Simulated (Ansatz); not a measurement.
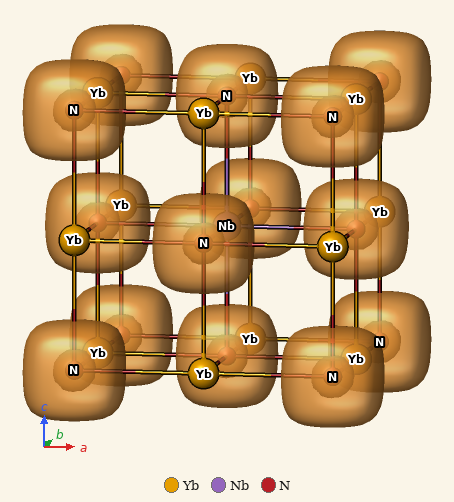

The picture shows: Yb3NbN4. Isosurface of the electron localisation function at 0.6 (orange), seen slightly off an axis. Only the valence region is drawn (cores and ρ < 0.01 e/Å³ removed). Sticks mark near contacts.

Space group Pm-3m; a generated structure, not necessarily the stable one; no Hubbard U on the f states and no spin–orbit coupling; the program warned that a starting moment wasn't kept; spin-polarised, but the moments vanished.

Method: DFT PBE, scalar-relativistic, plane waves, PAW (Ansatz).

Where are the electrons localised?

Answer. The surface consists of four regions wrapped around N (the valence shell of each), counted in one cell of 8 atoms. Regions shared between cells count once. Profiles from the grid: Yb–N (2.33 Å): the ELF peaks at about 0.80 in the valence shell of N, 0.6 Å from its nucleus, and drops to about 0.15 between the two atoms; no localised pair shows between them. Nb–N (2.33 Å): the ELF peaks at about 0.80 in the valence shell of N, 0.7 Å from its nucleus, and is about 0.20 at the midpoint; no shared electron pair shows on this line.
